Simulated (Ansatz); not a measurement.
**C2H4AlFS: two geometries relaxed**

Aim: relax the geometries before and after the rotation by 120° about the C2–C4 bond, and see whether they are two minima and how far apart in energy. SMILES of the start: F[CH]([AlH2])C=S.

All numbers below are computed with Ansatz 0.2.0 (RKS PBE-D4/STO-3G).

## 1. The system as given

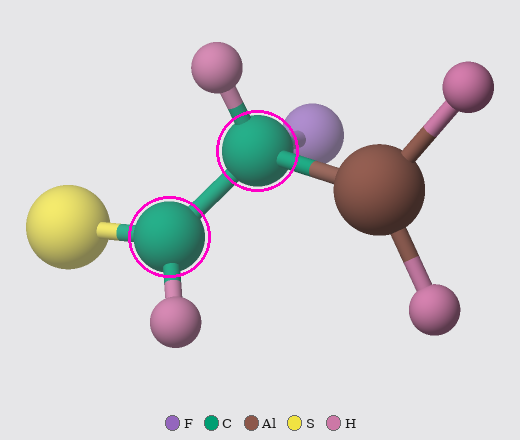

The starting structure, seen from a chosen angle (fluorine purple, carbon teal, aluminium brown, sulfur yellow, hydrogen pink). Ringed: C2, C4.

Coordinates:

```xyz
9

F    -0.1121    0.0255   -1.7281
C     0.1543    0.4168   -0.4404
Al    0.8976   -1.1813    0.4635
C    -0.9909    0.9391    0.2665
S    -1.7012    2.1361   -0.1723
H     0.9454    1.2194   -0.4541
H     2.4065   -1.6675    0.0211
H    -0.0350   -2.3424    0.8670
H    -1.4760    0.4080    1.1596
```

## 2. End point A

input.yaml reads:

```yaml
crystal:
  periodic: [false, false, false]
  atoms:
    - { symbol: F, position_ang: [-0.1121, 0.0255, -1.7281] }
    - { symbol: C, position_ang: [0.1543, 0.4168, -0.4404] }
    - { symbol: Al, position_ang: [0.8976, -1.1813, 0.4635] }
    - { symbol: C, position_ang: [-0.9909, 0.9391, 0.2665] }
    - { symbol: S, position_ang: [-1.7012, 2.1361, -0.1723] }
    - { symbol: H, position_ang: [0.9454, 1.2194, -0.4541] }
    - { symbol: H, position_ang: [2.4065, -1.6675, 0.0211] }
    - { symbol: H, position_ang: [-0.035, -2.3424, 0.867] }
    - { symbol: H, position_ang: [-1.476, 0.408, 1.1596] }
basis:
  gaussian: { orbitals: STO-3G }
hamiltonian:
  xc: pbe
  dispersion: d4
relax:
  f_tol: 0.015
  max_steps: 40
output:
  orbitals: {}
```

Started as:

```console
$ ansatz run input.yaml --threads 1 --pin off --max-ram 2048MiB --backend cpu --events-out ev --progress --plain --runs-dir out
```

What it wrote (excerpt; [...] marks lines left out):

```text
Warning: RAYON_NUM_THREADS=1 ignored (pool sized by the plan → 1); use --threads N
[...]
Functional definition: PBE
[...]
514 factors; integrals over basis functions are off by at most 1.5e-5 eV
[...]
mean field -22005.31230976 eV, -808.6803116472 hartree, gradient 2.0e-5 eV, S^2 0.000000; 0 other end points of the search recorded, 0 dependent functions left out
[...]
reference -22005.31232882 eV, -808.6803123478 hartree; 27, 27 occupied and 10, 10 virtual orbitals, 514 factors
relax step   1: F+E_penalty+E_count = -22005.51775919 eV  Δ(F+E_penalty+E_count) = +0.000e0 eV  max|allowed force component| = 1.124e1 eV/Å  Δτ_max = 0.0000 Å  (24 SCF iters, accepted)
[...]
relax step   4: F+E_penalty+E_count = -22007.36706703 eV  Δ(F+E_penalty+E_count) = +4.942e-2 eV  max|allowed force component| = 7.626e-1 eV/Å  Δτ_max = 0.1099 Å  (27 SCF iters, rejected (line search))
[...]
relax step   7: F+E_penalty+E_count = -22007.46404782 eV  Δ(F+E_penalty+E_count) = -1.711e-2 eV  max|allowed force component| = 4.844e-1 eV/Å  Δτ_max = 0.1465 Å  (26 SCF iters, accepted)
[...]
relax step  10: F+E_penalty+E_count = -22007.65559031 eV  Δ(F+E_penalty+E_count) = -7.162e-2 eV  max|allowed force component| = 5.362e-1 eV/Å  Δτ_max = 0.2000 Å  (25 SCF iters, accepted)
[...]
relax step  13: F+E_penalty+E_count = -22007.69980831 eV  Δ(F+E_penalty+E_count) = -1.367e-2 eV  max|allowed force component| = 1.032e0 eV/Å  Δτ_max = 0.1926 Å  (27 SCF iters, accepted)
[...]
relax step  14: F+E_penalty+E_count = -22007.76641256 eV  Δ(F+E_penalty+E_count) = -6.660e-2 eV  max|allowed force component| = 3.467e-1 eV/Å  Δτ_max = 0.2000 Å  (27 SCF iters, accepted)
[...]
515 factors; integrals over basis functions are off by at most 4.8e-5 eV
```

## 3. More of the same log: end point A relaxed

The log, continued (excerpt; [...] marks lines left out):

```text
mean field -22007.60711503 eV, -808.7646441853 hartree, gradient 8.1e-6 eV, S^2 0.000000; 0 other end points of the search recorded, 0 dependent functions left out
[...]
reference -22007.60713515 eV, -808.7646449248 hartree; 27, 27 occupied and 10, 10 virtual orbitals, 515 factors
relax step  15: F+E_penalty+E_count = -22007.81468714 eV  Δ(F+E_penalty+E_count) = -4.827e-2 eV  max|allowed force component| = 5.622e-1 eV/Å  Δτ_max = 0.1760 Å  (27 SCF iters, accepted)
[...]
relax step  17: F+E_penalty+E_count = -22008.32221177 eV  Δ(F+E_penalty+E_count) = -3.326e-1 eV  max|allowed force component| = 1.327e0 eV/Å  Δτ_max = 0.1931 Å  (27 SCF iters, accepted)
[...]
relax step  19: F+E_penalty+E_count = -22008.59997981 eV  Δ(F+E_penalty+E_count) = -9.746e-2 eV  max|allowed force component| = 5.125e-1 eV/Å  Δτ_max = 0.1228 Å  (27 SCF iters, accepted)
[...]
Total energy: -22008.61563867 eV, -808.8017067455 hartree
Atom 0 at     0.293192    -0.173824    -1.349532 Å, force     0.000602    -0.001009     0.002390 eV/Å
Atom 1 at     0.357418     0.520734     0.012658 Å, force     0.002713    -0.001151     0.000088 eV/Å
Atom 2 at     0.716307    -1.387419    -0.013429 Å, force    -0.000994     0.002655    -0.002997 eV/Å
Atom 3 at    -0.956520     1.141496     0.367601 Å, force     0.001200    -0.002623    -0.001910 eV/Å
Atom 4 at    -2.412728     0.828003    -0.298447 Å, force    -0.001044    -0.000697    -0.000538 eV/Å
Atom 5 at     1.203277     1.250178    -0.034629 Å, force    -0.000711    -0.001006     0.000035 eV/Å
Atom 6 at     2.162894    -1.784170    -0.157673 Å, force     0.000061    -0.000105    -0.000457 eV/Å
Atom 7 at    -0.459719    -2.294005     0.234566 Å, force    -0.000478     0.000139     0.000733 eV/Å
Atom 8 at    -0.815521     1.852706     1.221684 Å, force    -0.001348     0.003796     0.002657 eV/Å
Dipole moment:     0.328328     0.035284     0.003079 e Å
```

Run time: 3.1 min. Hardware: 1 thread of Intel Xeon at 2.50GHz (Skylake/Cascade Lake), shared host; peak memory 0.15 GiB.

Step by step:

| step | energy from step 1 (eV) | largest force component (eV/Å) |
| --- | --- | --- |
| 1 | 0.0000 | 11.2393 |
| 2 | -1.6788 | 3.5393 |
| 3 | -1.8987 | 0.8573 |
| 4x | -1.8493 | 0.7626 |
| 5 | -1.9206 | 0.3074 |
| 6 | -1.9292 | 0.1171 |
| 7 | -1.9463 | 0.4844 |
| 8 | -1.9763 | 0.9499 |
| 9 | -2.0662 | 0.6340 |
| 10 | -2.1378 | 0.5362 |
| 11 | -2.1657 | 0.4564 |
| 12 | -2.1684 | 0.8205 |
| 13 | -2.1820 | 1.0322 |
| 14 | -2.2487 | 0.3467 |
| 15 | -2.2969 | 0.5622 |
| 16 | -2.4719 | 1.1046 |
| 17 | -2.8045 | 1.3271 |
| 18 | -2.9848 | 0.7933 |
| 19 | -3.0822 | 0.5125 |
| 20 | -3.0926 | 0.2922 |
| 21 | -3.0964 | 0.1979 |
| 22 | -3.0969 | 0.1452 |
| 23 | -3.0978 | 0.0295 |
| 24 | -3.0978 | 0.0152 |
| 25 | -3.0979 | 0.0038 |

Step 1 is the start. 1 step was tried and not accepted (marked x).

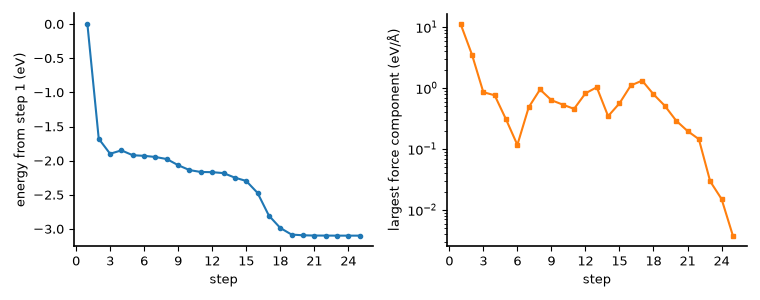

Energy and largest force along the relaxation.

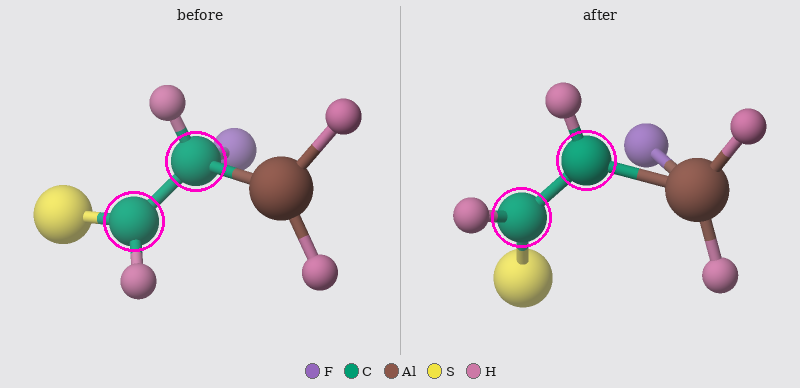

Before and after, at one scale.

After: Bond lengths: F1–C2 1.530 Å, F1–Al3 1.854 Å, C2–Al3 1.942 Å, C2–C4 1.496 Å, C4–S5 1.632 Å, C2–H6 1.118 Å, Al3–H7 1.507 Å, Al3–H8 1.505 Å, C4–H9 1.120 Å. Angles (14 of 16 angles, heavy atoms first): F1–C2–Al3 63.2°, F1–C2–C4 111.3°, Al3–C2–C4 125.0°, C2–F1–Al3 69.3°, F1–Al3–C2 47.5°, C2–C4–S5 127.4°, F1–C2–H6 106.9°, Al3–C2–H6 120.1°, C4–C2–H6 113.8°, F1–Al3–H7 108.8°, F1–Al3–H8 109.6°, C2–Al3–H7 115.9°, C2–Al3–H8 116.4°, C2–C4–H9 109.5°.

Pairs that crossed the distance rule for bonds on the way: came closer F1–Al3.

## 4. End point B

The second end starts from a geometry with the move made by hand.

input.yaml, as its differences from that of step 2:

```diff
@@ -7,3 +7,3 @@
     - { symbol: C, position_ang: [-0.9909, 0.9391, 0.2665] }
-    - { symbol: S, position_ang: [-1.7012, 2.1361, -0.1723] }
+    - { symbol: S, position_ang: [-2.21101, 0.16214, 0.46027] }
     - { symbol: H, position_ang: [0.9454, 1.2194, -0.4541] }
@@ -11,3 +11,3 @@
     - { symbol: H, position_ang: [-0.035, -2.3424, 0.867] }
-    - { symbol: H, position_ang: [-1.476, 0.408, 1.1596] }
+    - { symbol: H, position_ang: [-0.99296, 1.95441, 0.79957] }
 basis:
@@ -20,3 +20 @@
   max_steps: 40
-output:
-  orbitals: {}
```

Started as:

```console
$ ansatz run input.yaml --threads 1 --pin off --max-ram 2048MiB --backend cpu --events-out ev --progress --plain --runs-dir out
```

What it wrote (excerpt; [...] marks lines left out):

```text
Warning: RAYON_NUM_THREADS=1 ignored (pool sized by the plan → 1); use --threads N
[...]
[... 1 set-up line as earlier in the session ...]
[...]
514 factors; integrals over basis functions are off by at most 1.2e-5 eV
[...]
mean field -22005.51432074 eV, -808.6877354139 hartree, gradient 2.1e-5 eV, S^2 0.000000; 0 other end points of the search recorded, 0 dependent functions left out
[...]
reference -22005.51434027 eV, -808.6877361316 hartree; 27, 27 occupied and 10, 10 virtual orbitals, 514 factors
relax step   1: F+E_penalty+E_count = -22005.73054375 eV  Δ(F+E_penalty+E_count) = +0.000e0 eV  max|allowed force component| = 1.182e1 eV/Å  Δτ_max = 0.0000 Å  (23 SCF iters, accepted)
[...]
relax step   4: F+E_penalty+E_count = -22007.67438242 eV  Δ(F+E_penalty+E_count) = -5.947e-2 eV  max|allowed force component| = 1.629e0 eV/Å  Δτ_max = 0.1945 Å  (27 SCF iters, accepted)
[...]
Total energy: -22008.61560623 eV, -808.8017055534 hartree
Atom 0 at     0.057755    -0.511752    -1.279788 Å, force    -0.003763     0.006679     0.001642 eV/Å
Atom 1 at     0.248287     0.500761    -0.147595 Å, force    -0.002452    -0.007160    -0.008567 eV/Å
Atom 2 at     0.938666    -1.289096     0.153500 Å, force     0.004300     0.000467     0.002962 eV/Å
Atom 3 at    -1.066075     1.011544     0.351673 Å, force     0.011074     0.006769     0.010431 eV/Å
Atom 4 at    -2.540731     0.354662     0.116332 Å, force    -0.009725    -0.009299    -0.005825 eV/Å
Atom 5 at     0.923083     1.301283    -0.539275 Å, force     0.003583     0.001047    -0.000544 eV/Å
Atom 6 at     2.380690    -1.509302    -0.224654 Å, force    -0.000644    -0.002021     0.000127 eV/Å
Atom 7 at     0.017844    -2.257268     0.847233 Å, force    -0.001647     0.002628     0.000321 eV/Å
Atom 8 at    -0.897690     1.925318     0.977914 Å, force    -0.000727     0.000890    -0.000546 eV/Å
Dipole moment:     0.310072     0.077749    -0.078863 e Å
```

Wall time 1.7 min (1 thread of Intel Xeon at 2.50GHz (Skylake/Cascade Lake), shared host); peak memory 0.15 GiB.

Step by step:

| step | energy from step 1 (eV) | largest force component (eV/Å) |
| --- | --- | --- |
| 1 | 0.0000 | 11.8203 |
| 2 | -1.6938 | 3.2051 |
| 3 | -1.8844 | 1.4870 |
| 4 | -1.9438 | 1.6288 |
| 5 | -2.0367 | 0.7754 |
| 6 | -2.2462 | 0.8375 |
| 7 | -2.5712 | 1.1040 |
| 8 | -2.8011 | 0.8379 |
| 9 | -2.8675 | 0.2338 |
| 10 | -2.8713 | 0.2258 |
| 11 | -2.8838 | 0.0854 |
| 12 | -2.8844 | 0.0901 |
| 13 | -2.8847 | 0.0557 |
| 14 | -2.8850 | 0.0111 |

Step 1 is the start.

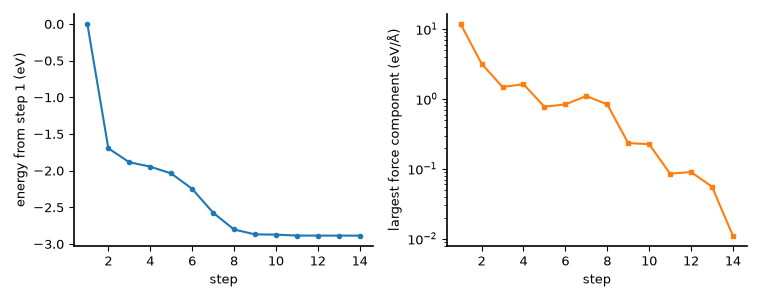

How energy and force went from step to step.

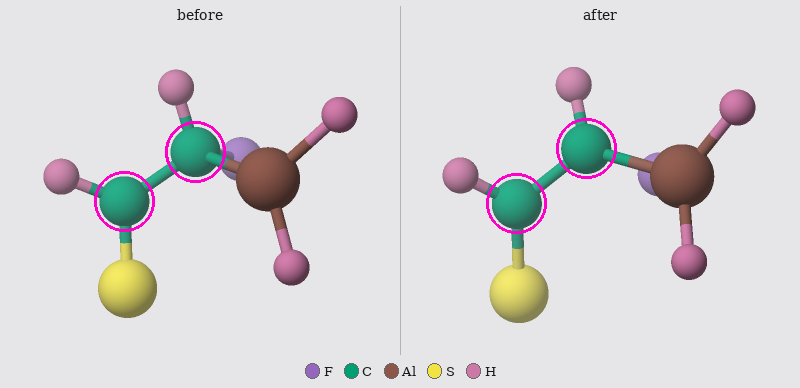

The structure before (left) and after (right), drawn at the same scale.

After: Bond lengths: F1–C2 1.531 Å, F1–Al3 1.853 Å, C2–Al3 1.942 Å, C2–C4 1.496 Å, C4–S5 1.631 Å, C2–H6 1.118 Å, Al3–H7 1.507 Å, Al3–H8 1.506 Å, C4–H9 1.120 Å. Angles (14 of 16 angles, heavy atoms first): F1–C2–Al3 63.2°, F1–C2–C4 111.3°, Al3–C2–C4 125.1°, C2–F1–Al3 69.3°, F1–Al3–C2 47.5°, C2–C4–S5 127.5°, F1–C2–H6 106.8°, Al3–C2–H6 120.0°, C4–C2–H6 113.8°, F1–Al3–H7 108.8°, F1–Al3–H8 109.6°, C2–Al3–H7 115.8°, C2–Al3–H8 116.5°, C2–C4–H9 109.4°.

Pairs that crossed the distance rule for bonds on the way: came closer F1–Al3.

## 5. Summary of results

```
                           quantity                     value
                              end A  23 moves, 3.098 eV lower
                              end B  13 moves, 2.885 eV lower
largest difference between the ends                    0.00 Å
            end B relative to end A                 +0.000 eV
```

Both starts fell into the same minimum (no atom differs by more than 0.00 Å), so from this start no second minimum was found and no band was run; another arrangement could still be one. In so small a basis the energies are only a sketch.
